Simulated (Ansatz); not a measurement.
Take TiSi$_{2}$ (space group Fddd, No. 70; a = 4.7791 Å, b = 8.2295 Å, c = 8.5206 Å) as the base. Axes: x, y, z lie along a, b, c of the conventional cell.

Structures relaxed with Kohn–Sham DFT with the r2SCAN functional, run in Ansatz (a program for electronic structure) with PAW and 500 eV plane waves, no SOC.

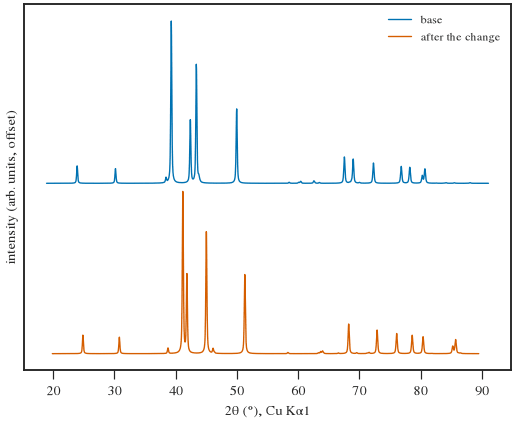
Fig. 1. Simulated powder patterns before (top) and after one change

What was done to the base?
A. uniaxial strain ε_zz = +0.80 %
B. biaxial strain +2.23 %, plane normal [001], relaxed out of plane
C. biaxial strain +4.91 %, plane normal [001], relaxed out of plane
D. biaxial strain −4.81 %, plane normal [001], relaxed out of plane

D, biaxial strain −4.81 %, plane normal [001], relaxed out of plane. Its volume per atom is 12.81 Å³ against 13.96 Å³, and its space group is Fddd (No. 70).

No phonon test of stability was made. The final runs are not spin-polarised.
